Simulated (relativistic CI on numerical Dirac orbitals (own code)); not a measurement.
Hg⁴⁺: relativistic CI calculation

Hg⁴⁺. Computed at this level: Dirac-Coulomb-Breit CI, KLI orbitals optimised for each configuration, model QED (radiative potential, 1s self-energy scaled to tabulated hydrogen-like ionisation energies), valence Slater integrals scaled by 0.85, P86 correlation energy added to each configuration (relativistic CI on numerical Dirac orbitals, in-house).

**Input file**
```
atom Hg  Z=80  charge=4  electrons=76
nucleus A=202  rms_radius_fm=5.4648
hamiltonian dirac-coulomb  breit=on  qed=on  c_scale=1
orbitals kli  potential=per-configuration
slater_scale 0.85
correlation p86
mixing on
configurations
  [Xe] 4f14 5d8
  [Xe] 4f14 5d7 6s
  [Xe] 4f14 5d7 5f
end
```

The run was one of a batch that the task file lists, launched with:
```bash
python <driver script> task.json out
```

The program writes its results to a structured record and prints no log; tables and figures of this report are taken from that record.

**The lowest 20 levels**

| Configuration | Level | E (cm⁻¹) | LS purity (%) | Landé g | Lifetime (s; – stable or not computed) |
| --- | --- | --- | --- | --- | --- |
| 5d⁸ | ³F₄ | 0 | 95 | 1.238 | – |
| 5d⁸ | [(5d₅/₂)⁴] J = 2 | 8,083 | 49 | 1.092 | 4.7×10² |
| 5d⁸ | ³F₃ | 14,220 | 100 | 1.083 | 1.4×10⁻² |
| 5d⁸ | [(5d₃/₂)³ (5d₅/₂)⁵] J = 2 | 21,660 | 51 | 1.104 | 2.3×10⁻² |
| 5d⁸ | ³P₀ | 21,830 | 80 | – | 6.0×10⁰ |
| 5d⁸ | ³P₁ | 26,240 | 99 | 1.501 | 2.2×10⁻² |
| 5d⁸ | ¹G₄ | 29,470 | 95 | 1.012 | 2.3×10⁻² |
| 5d⁸ | [(5d₃/₂)²] J = 2 | 35,700 | 48 | 0.969 | 6.2×10⁻³ |
| 5d⁸ | ¹S₀ | 62,410 | 81 | – | 1.9×10⁻³ |
| 5d⁷ 6s | ⁵F₅ | 90,690 | 85 | 1.368 | 6.9×10⁻³ |
| 5d⁷ 6s | ⁵F₄ | 98,710 | 66 | 1.277 | 9.1×10⁻⁴ |
| 5d⁷ 6s | ⁵F₃ | 104,900 | 66 | 1.304 | 2.9×10⁻³ |
| 5d⁷ 6s | [(5d₅/₂)³ 6s] J = 2 | 105,900 | 32 | 1.311 | 8.6×10⁻⁴ |
| 5d⁷ 6s | [(5d₅/₂)³ 6s] J = 1 | 107,500 | 44 | 0.523 | 8.6×10⁻⁴ |
| 5d⁷ 6s | J = 2 (even, mixed) | 109,100 | 35 | 1.340 | 1.4×10⁻³ |
| 5d⁷ 6s | [(5d₃/₂)³ (5d₅/₂)⁴ 6s] J = 4 | 110,000 | 47 | 1.218 | 2.3×10⁻⁴ |
| 5d⁷ 6s | ⁵P₃ | 111,400 | 62 | 1.488 | 1.2×10⁻³ |
| 5d⁷ 6s | [(5d₃/₂)³ (5d₅/₂)⁴ 6s] J = 1 | 115,900 | 44 | 1.560 | 1.2×10⁻³ |
| 5d⁷ 6s | [(5d₃/₂)³ (5d₅/₂)⁴ 6s] J = 5 | 117,300 | 58 | 1.178 | 3.9×10⁻⁴ |
| 5d⁷ 6s | [(5d₃/₂)³ (5d₅/₂)⁴ 6s] J = 3 | 119,300 | 53 | 1.198 | 2.0×10⁻⁴ |

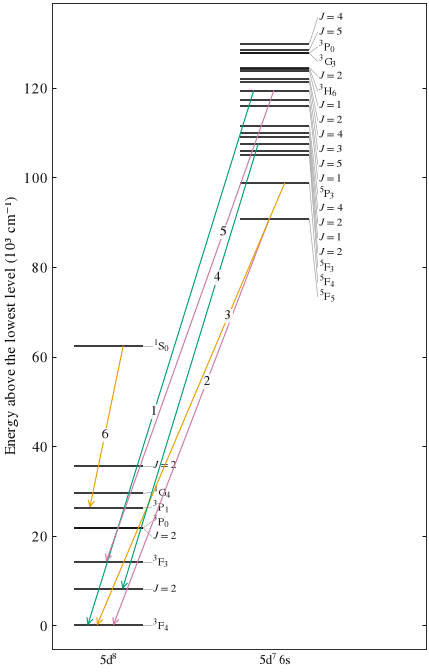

**Figure 1.** Levels of Hg⁴⁺ (mercury, Z = 80) with 6 numbered transitions. Rates are at computed energies.

| No. | Upper | Lower | Type | λ (vacuum) | A (s⁻¹) |
| --- | --- | --- | --- | --- | --- |
| 1 | 5d⁷ 6s [(5d₃/₂)³ (5d₅/₂)⁴ 6s] J = 3 | 5d⁸ ³F₄ | E2 | 83.80 nm | 2900 |
| 2 | 5d⁷ 6s ⁵F₅ | 5d⁸ ³F₄ | E2 | 110.3 nm | 140 |
| 3 | 5d⁷ 6s ⁵F₄ | 5d⁸ ³F₄ | E2 | 101.3 nm | 930 |
| 4 | 5d⁷ 6s [(5d₅/₂)³ 6s] J = 1 | 5d⁸ [(5d₅/₂)⁴] J = 2 | E2 | 100.6 nm | 1000 |
| 5 | 5d⁷ 6s [(5d₃/₂)³ (5d₅/₂)⁴ 6s] J = 3 | 5d⁸ ³F₃ | E2 | 95.14 nm | 1700 |
| 6 | 5d⁸ ¹S₀ | 5d⁸ ³P₁ | M1 | 276.5 nm | 490 |

Line 1 has the largest rate; it falls in the extreme ultraviolet region.

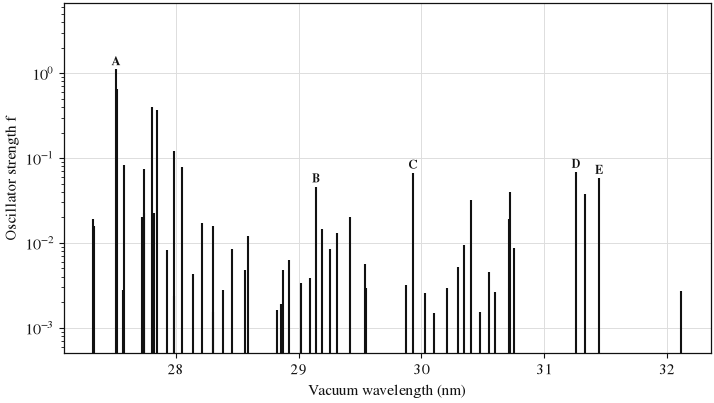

**Figure 2.** Absorption lines from the lowest level (oscillator strengths f) for Hg⁴⁺ (mercury, Z = 80). A: 5d⁷ 5f ³F°₄ ← 5d⁸ ³F₄, 27.51 nm, f = 1.1; B: 5d⁷ 5f [(5d₃/₂)³ (5d₅/₂)⁴ 5f₅/₂] J = 5 ← 5d⁸ ³F₄, 29.14 nm, f = 0.046; C: 5d⁷ 5f J = 5 (odd, mixed, level 94) ← 5d⁸ ³F₄, 29.93 nm, f = 0.067; D: 5d⁷ 5f J = 4 (odd, mixed, level 60) ← 5d⁸ ³F₄, 31.26 nm, f = 0.068; E: 5d⁷ 5f [(5d₅/₂)³ 5f₇/₂] J = 3 ← 5d⁸ ³F₄, 31.45 nm, f = 0.058. The strongest, A, lies in the extreme ultraviolet region.

**Results in brief**

```
           quantity                             value
            outcome                         converged
       lowest level                           5d⁸ ³F₄
first excited level  5d⁸ [(5d₅/₂)⁴] J = 2, 8,083 cm⁻¹
    levels computed                               253
     SCF iterations                                29
           hardware         1 CPU thread, shared host
```

**Notes**

Caveats: configurations can be misplaced by up to about 7 % of their energy; only a limited list of configurations is included, so lower levels can be missing; only lines among the lowest 200 of 253 levels are drawn.
